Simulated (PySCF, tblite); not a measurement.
# C36H26: electronic excitations, NMR shifts, part 2 of 2

tblite 0.8.0 and PySCF 2.14.0. Atoms count from 0. Earlier steps stand in the parts before.

## 5. NMR shifts: GIAO KT3/pcSseg-1

What the job is given:

```
{"job": {"kind": "nmr", "basis": "pcSseg-1", "pop": false, "xc": "KT3"}, "charge": 0, "multiplicity": 1}
C     -2.387352    -1.011083    -1.816568
C     -1.290337    -1.887477    -1.187370
C     -2.004196    -2.999723    -0.401004
C     -0.541992    -2.488491    -2.399258
C     -0.262441    -1.058670    -0.403519
C      1.076465    -1.591765    -0.198264
C      1.305345    -2.960427    -0.067296
C      2.572196    -3.468294     0.166677
C      3.654523    -2.631276     0.280733
C      3.486334    -1.241413     0.217435
C      4.599729    -0.341339     0.395803
C      5.922113    -0.776250     0.575175
C      6.945272     0.113682     0.790793
C      6.693140     1.486061     0.839578
C      5.417541     1.945434     0.648911
C      4.355612     1.051960     0.414814
C      3.042766     1.531827     0.210211
C      1.987589     0.691288    -0.026892
C      0.639458     1.194934    -0.207519
C      0.381084     2.466103    -0.632415
C     -0.943161     2.965332    -0.792939
C     -1.223283     4.203580    -1.345816
C     -2.532287     4.694293    -1.365944
C     -3.551717     3.997491    -0.775317
C     -3.314194     2.741553    -0.166369
C     -4.304791     2.028598     0.504021
C     -4.000399     0.851378     1.189146
C     -4.951432     0.215873     2.025574
C     -4.619556    -0.882128     2.761061
C     -3.313186    -1.398593     2.705003
C     -2.386808    -0.846875     1.866408
C     -2.700975     0.269369     1.061940
C     -1.750016     0.887787     0.210725
C     -0.472681     0.273017    -0.097490
C     -2.004680     2.184959    -0.250192
C      2.186147    -0.723218    -0.001539
H     -1.957279    -0.153198    -2.328945
H     -3.107500    -0.657389    -1.087641
H     -2.933876    -1.603965    -2.548016
H     -2.826482    -2.584092     0.174964
H     -1.353886    -3.521832     0.292739
H     -2.413407    -3.726543    -1.100171
H     -0.014124    -1.701545    -2.935148
H      0.179069    -3.249985    -2.126622
H     -1.260984    -2.937572    -3.081716
H      0.491784    -3.661066    -0.113661
H      2.702591    -4.536598     0.261038
H      4.629888    -3.059646     0.441666
H      6.157615    -1.827984     0.542752
H      7.953340    -0.249206     0.927532
H      7.503978     2.175676     1.021972
H      5.206139     3.005207     0.675965
H      2.884491     2.598278     0.272947
H      1.194240     3.127084    -0.892280
H     -0.421336     4.801262    -1.754474
H     -2.729639     5.651398    -1.827426
H     -4.553709     4.401365    -0.749033
H     -5.313271     2.417303     0.537311
H     -5.941668     0.643849     2.089949
H     -5.345662    -1.346084     3.412104
H     -3.045910    -2.234076     3.334758
H     -1.380258    -1.236631     1.837276
```

Level: GIAO KT3/pcSseg-1 NMR shielding, non-relativistic, gas phase.

Log:

```text
start: PBE on a coarse grid of 51107 points
cycle   1  E = -1384.9664413294  dE =  6.054e+00  |g| = 1.056e+00  |ddm| = 1.000e+01
cycle   2  E = -1384.7429881066  dE =  2.235e-01  |g| = 1.402e+00  |ddm| = 3.837e+00
cycle   3  E = -1385.2391484394  dE = -4.962e-01  |g| = 3.810e-01  |ddm| = 2.510e+00
cycle   4  E = -1385.2569020828  dE = -1.775e-02  |g| = 2.804e-01  |ddm| = 9.922e-01
cycle   5  E = -1385.2826627442  dE = -2.576e-02  |g| = 9.199e-02  |ddm| = 5.682e-01
cycle   6  E = -1385.2850790143  dE = -2.416e-03  |g| = 3.672e-02  |ddm| = 1.967e-01
cycle   7  E = -1385.2854419587  dE = -3.629e-04  |g| = 1.516e-02  |ddm| = 6.864e-02
cycle   8  E = -1385.2854872605  dE = -4.530e-05  |g| = 8.465e-03  |ddm| = 3.018e-02
final grid: 468784 points
cycle   9  E = -1410.4763673974  dE = -8.414e-02  |g| = 4.056e-02  |ddm| = 2.378e+00
cycle  10  E = -1410.4733620073  dE =  3.005e-03  |g| = 1.047e-01  |ddm| = 2.469e-01
cycle  11  E = -1410.4767402698  dE = -3.378e-03  |g| = 2.098e-02  |ddm| = 1.871e-01
cycle  12  E = -1410.4767402468  dE =  2.301e-08  |g| = 2.015e-02  |ddm| = 5.915e-02
cycle  13  E = -1410.4768643564  dE = -1.241e-04  |g| = 6.356e-03  |ddm| = 4.201e-02
cycle  14  E = -1410.4768766795  dE = -1.232e-05  |g| = 1.870e-03  |ddm| = 1.306e-02
cycle  15  E = -1410.4768801692  dE = -3.490e-06  |g| = 7.359e-04  |ddm| = 4.023e-03
cycle  16  E = -1410.4768779752  dE =  2.194e-06  |g| = 1.897e-04  |ddm| = 1.459e-03
cycle  17  E = -1410.4768795029  dE = -1.528e-06  |g| = 8.735e-05  |ddm| = 6.692e-04
converged SCF energy = -1410.4768795029

GIAO shielding tensors (ppm)
atom      isotropic    diamagn.    paramagn.     s11        s22        s33       span
  0 C      147.354     249.492    -102.138    128.523    138.299    175.241     46.719
  1 C      142.294     245.936    -103.642    132.969    139.109    154.804     21.834
  2 C      157.221     250.021     -92.800    144.215    148.909    178.538     34.324
  3 C      146.223     250.597    -104.374    122.499    141.466    174.705     52.206
  4 C       37.344     266.318    -228.973    -26.238     -1.767    140.038    166.276
  5 C       54.979     257.779    -202.800    -15.027     19.530    160.434    175.461
  6 C       65.828     251.846    -186.018    -16.872     46.572    167.784    184.656
  7 C       64.969     256.144    -191.175    -33.839     59.665    169.081    202.920
  8 C       69.937     249.969    -180.032    -21.029     57.696    173.143    194.172
  9 C       61.891     246.778    -184.887     -9.433     17.890    177.217    186.650
 10 C       62.095     241.936    -179.841     -9.127     16.871    178.541    187.668
 11 C       68.720     233.493    -164.773    -26.113     57.376    174.896    201.009
 12 C       64.477     248.190    -183.713    -32.741     55.907    170.265    203.007
 13 C       64.141     252.754    -188.613    -34.217     55.126    171.514    205.731
 14 C       61.881     238.318    -176.437    -28.527     58.289    155.882    184.409
 15 C       60.337     257.566    -197.229     -5.349      0.125    186.234    191.583
 16 C       67.143     254.736    -187.593    -10.726     56.407    155.748    166.474
 17 C       60.545     254.056    -193.511    -16.906     35.387    163.152    180.058
 18 C       51.801     260.503    -208.702    -20.382     27.610    148.174    168.555
 19 C       69.890     256.765    -186.875      4.446     56.907    148.316    143.870
 20 C       58.778     254.423    -195.645    -11.987     14.998    173.324    185.310
 21 C       67.021     241.959    -174.938    -16.415     59.709    157.770    174.185
 22 C       63.905     254.369    -190.464    -32.490     55.425    168.780    201.270
 23 C       64.841     239.665    -174.824    -19.930     59.925    154.529    174.460
 24 C       61.395     249.684    -188.289     -9.175      8.173    185.187    194.362
 25 C       64.230     244.696    -180.467     -7.956     57.003    143.642    151.598
 26 C       59.549     250.659    -191.109    -10.279      3.900    185.027    195.306
 27 C       63.158     239.427    -176.269    -24.476     58.460    155.491    179.967
 28 C       64.502     253.656    -189.154    -32.602     55.237    170.870    203.472
 29 C       63.972     253.304    -189.332    -35.697     57.289    170.324    206.021
 30 C       60.390     257.291    -196.901    -32.740     46.103    167.806    200.546
 31 C       58.563     256.201    -197.638     -5.900     -1.576    183.166    189.066
 32 C       59.242     260.966    -201.725     -6.185     19.888    164.022    170.206
 33 C       53.256     261.629    -208.373    -17.905     29.043    148.630    166.535
 34 C       66.303     249.148    -182.845     -0.175     13.721    185.362    185.537
 35 C       65.037     248.340    -183.303      6.097     11.410    177.605    171.508
 36 H       31.816      34.547      -2.731     26.146     33.942     35.359      9.213
 37 H       31.950      35.582      -3.631     24.087     28.849     42.915     18.828
 38 H       31.501      32.717      -1.216     26.173     31.048     37.283     11.110
 39 H       29.856      34.113      -4.257     20.907     30.940     37.722     16.814
 40 H       29.508      36.477      -6.969     24.650     29.617     34.255      9.606
 41 H       30.893      31.940      -1.047     26.735     28.485     37.459     10.723
 42 H       31.054      33.824      -2.771     28.069     29.659     35.433      7.364
 43 H       29.221      35.194      -5.973     22.389     31.233     34.041     11.652
 44 H       31.126      32.716      -1.591     26.348     29.304     37.725     11.377
 45 H       23.575      39.928     -16.352     17.351     22.300     31.075     13.724
 46 H       24.049      30.689      -6.640     19.217     25.392     27.537      8.321
 47 H       23.184      37.719     -14.535     16.049     24.783     28.720     12.671
 48 H       23.063      35.801     -12.738     15.983     23.843     29.363     13.380
 49 H       24.076      24.544      -0.468     19.450     25.549     27.230      7.779
 50 H       24.126      25.973      -1.847     19.816     25.450     27.112      7.296
 51 H       23.892      33.536      -9.644     18.491     24.107     29.078     10.587
 52 H       23.615      43.558     -19.943     16.119     23.640     31.086     14.967
 53 H       24.322      43.001     -18.679     17.162     25.529     30.275     13.113
 54 H       24.222      34.912     -10.690     18.966     24.871     28.829      9.862
 55 H       24.141      26.433      -2.292     19.607     26.204     26.613      7.006
 56 H       24.005      30.582      -6.577     18.666     25.354     27.995      9.329
 57 H       23.581      35.753     -12.172     17.354     25.093     28.296     10.942
 58 H       23.837      29.990      -6.153     18.464     25.215     27.832      9.369
 59 H       24.242      26.861      -2.619     19.797     26.328     26.602      6.805
 60 H       24.342      33.734      -9.392     19.454     24.472     29.101      9.648
 61 H       23.194      40.643     -17.448     17.230     21.791     30.562     13.332
```

It took 1.7 min on 2 threads of Arm Neoverse V1, shared host; peak memory 1.6 GiB.

Shifts follow as δ = σ(reference) − σ, with reference shieldings (ppm) from runs at the same level and on the same kind of geometry: 1H TMS 31.76, 13C TMS 184.7. The references are single molecules in the gas phase. Atoms listed in one row are averaged.

```tsv
atoms	environment	σ (ppm)	δ (ppm)
C4	substituted aromatic carbon	37.3	147.4
C18	ring-fusion aromatic carbon	51.8	132.9
C33	ring-fusion aromatic carbon	53.3	131.5
C5	ring-fusion aromatic carbon	55.0	129.7
C31	ring-fusion aromatic carbon	58.6	126.2
C20	ring-fusion aromatic carbon	58.8	125.9
C32	ring-fusion aromatic carbon	59.2	125.5
C26	ring-fusion aromatic carbon	59.5	125.2
C15	ring-fusion aromatic carbon	60.3	124.4
C30	aromatic CH	60.4	124.3
C17	ring-fusion aromatic carbon	60.5	124.2
C24	ring-fusion aromatic carbon	61.4	123.3
C14	aromatic CH	61.9	122.8
C9	ring-fusion aromatic carbon	61.9	122.8
C10	ring-fusion aromatic carbon	62.1	122.6
C27	aromatic CH	63.2	121.6
C22	aromatic CH	63.9	120.8
C29	aromatic CH	64.0	120.8
C13	aromatic CH	64.1	120.6
C25	aromatic CH	64.2	120.5
C12	aromatic CH	64.5	120.2
C28	aromatic CH	64.5	120.2
C23	aromatic CH	64.8	119.9
C7	aromatic CH	65.0	119.8
C35	ring-fusion aromatic carbon	65.0	119.7
C6	aromatic CH	65.8	118.9
C34	ring-fusion aromatic carbon	66.3	118.4
C21	aromatic CH	67.0	117.7
C16	aromatic CH	67.1	117.6
C11	aromatic CH	68.7	116.0
C19	aromatic CH	69.9	114.8
C8	aromatic CH	69.9	114.8
C1	quaternary sp3 carbon on an aromatic ring	142.3	42.4
C0, C2, C3	methyl carbon	150.3	34.5
H48	hydrogen on an aromatic CH	23.06	8.70
H47	hydrogen on an aromatic CH	23.18	8.58
H61	hydrogen on an aromatic CH	23.19	8.57
H45	hydrogen on an aromatic CH	23.58	8.18
H57	hydrogen on an aromatic CH	23.58	8.18
H52	hydrogen on an aromatic CH	23.61	8.15
```

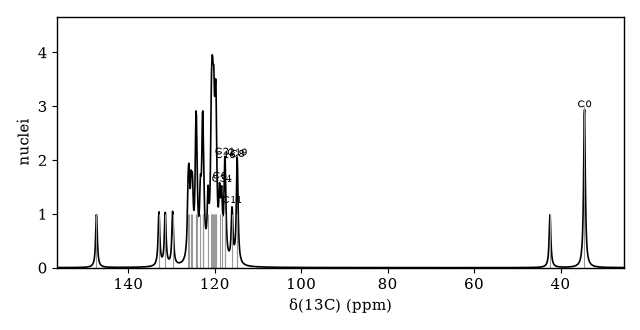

13C lines at the computed shifts, without couplings. Lines are broadened to a width of 0.45 ppm (Lorentzian).

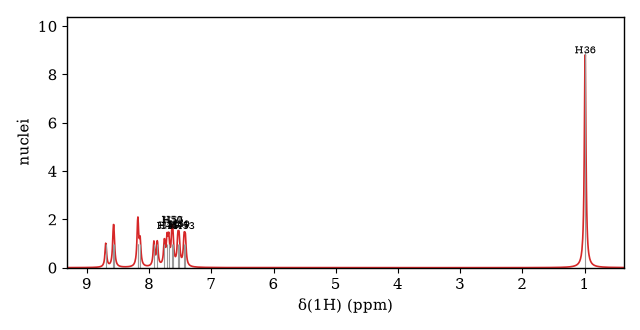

1H lines at the computed shifts, without couplings. Lines are broadened to a width of 0.03 ppm (Lorentzian).

Ring of atoms C4, C5, C17, C18, C33, C35: NICS(0) 5.4, NICS(1) 0.7, NICS(1)zz 8.9 ppm (means of both faces).

Ring of atoms C5, C6, C7, C8, C9, C35: NICS(0) -6.2, NICS(1) -8.8, NICS(1)zz -20.1 ppm (means of both faces).

Ring of atoms C9, C10, C15, C16, C17, C35: NICS(0) -4.8, NICS(1) -8.0, NICS(1)zz -16.4 ppm (means of both faces).

## 6. Results

This closing draws on all 2 parts.

```
                                 quantity                                                                                                          value
strongest single infrared mode (GFN2-xTB)                                                                                          3029 cm⁻¹, 111 km/mol
             zero-point energy (GFN2-xTB)                                                                                                 308.9 kcal/mol
        lowest singlet (BHandHLYP/6-31G*)                                                                                    2.27 eV (546 nm), f = 0.548
                           lowest triplet                                                                                                        1.00 eV
    13C shifts against TMS (KT3/pcSseg-1)  147.4, 132.9, 131.5, 129.7, 126.2, 125.9, 125.5, 125.2, 124.4, 124.3, 124.2, 123.3, 122.8, 122.8 ppm and more
     1H shifts against TMS (KT3/pcSseg-1)                8.70, 8.58, 8.57, 8.18, 8.18, 8.15, 7.92, 7.87, 7.75, 7.71, 7.68, 7.63, 7.62, 7.54 ppm and more
```

**Reading.** No mode is imaginary among the 180: a minimum at this level. Unscaled tight-binding wavenumbers are off by several per cent, some by more. Its intensities can rank the bands wrongly. The first singlet state (HOMO→LUMO 0.98) lies at 2.27 eV and is bright. State 1 absorbs in the visible (546 nm). The lowest triplet lies 1.27 eV below the lowest singlet (triplets in Tamm-Dancoff, singlets in full TDDFT). NICS(1)zz of -20 ppm above the planar ring from C5 marks a diatropic (aromatic) ring current. NICS(1)zz of -16 ppm above the planar ring from C9 marks a diatropic (aromatic) ring current.
